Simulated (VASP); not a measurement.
Band structure of MgB2 (AlB2 type). Level of theory: MS2 meta-GGA, VASP's PBE PAW potentials (set 64) (plane waves; VASP).

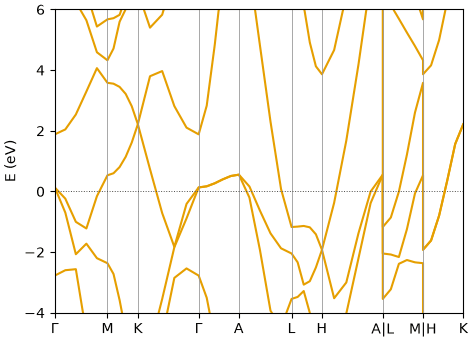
Bands along high-symmetry lines, zero at the valence-band maximum or, without a gap, the Fermi level

**Question.** Read the plot: is there a gap, and where are the band edges?

**Answer.** It has no gap at this level: it comes out as a metal or semimetal.

The compound is MgB2 in the AlB2 type structure. It was relaxed first.
